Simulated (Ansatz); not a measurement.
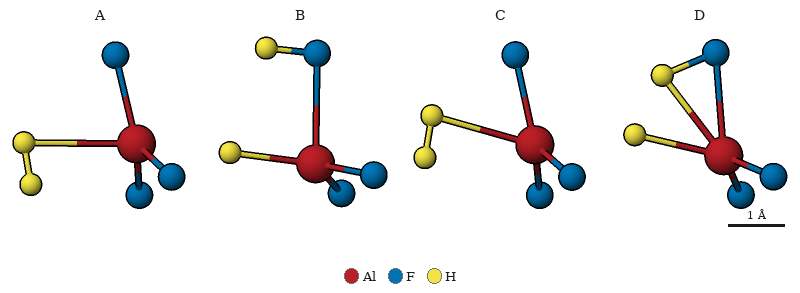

4 geometries from a converged minimum-energy path of AlH$_{2}$F$_{3}$, shuffled. A ball-and-stick model, seen at a tilt.

Theory: Ansatz, RKS PBE0/def2-SVP. Set-up: 5 movable images; climbing image; force threshold 0.03 eV/Å; iteration limit 60; starting path through a guess of the saddle point.

One of them is the converged climbing image. Which?

Answer. D. In order along the path, whose images run from 0 to 6: A (image 0, 0.0 kcal/mol), C (image 1, +2.1 kcal/mol), D (image 3, +26.4 kcal/mol), B (image 5, +23.1 kcal/mol). Breaking: H–H (0.77 → 2.47 Å). Forming: Al–H (2.11 → 1.58 Å), F–H (2.35 → 0.93 Å).
